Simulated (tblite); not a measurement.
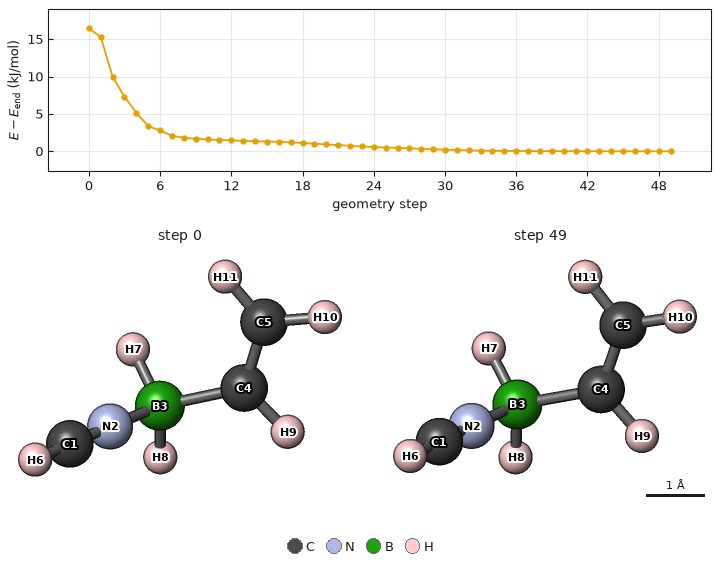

First and last geometry of a relaxation of C3H6BN, with the history of the run. A ball-and-stick model, seen from a free direction.

Computed with GFN2-xTB geometry optimisation, gas phase in tblite. 

Q: What do the curves and the structures tell?

A: It converged. The atom that moves furthest after the best rigid fit is H6 (0.27 Å). By element the largest moves are H 0.27 Å, C 0.17 Å, N 0.12 Å, B 0.12 Å. Near-neighbour distances that change, for instance: N2–B3 1.496 → 1.450 Å, B3–C4 1.587 → 1.621 Å, C5–H10 1.108 → 1.082 Å, C1–N2 1.165 → 1.149 Å. Among the angles between lasting bonds that change: C4–C5–H10 115.5° → 123.0°, N2–B3–C4 110.8° → 103.7°, H10–C5–H11 120.7° → 115.3°. After 49 geometry steps the energy has fallen by 16.4 kJ/mol. Cost: 0.28 s on 1 thread of Arm Neoverse N1 (shared host).
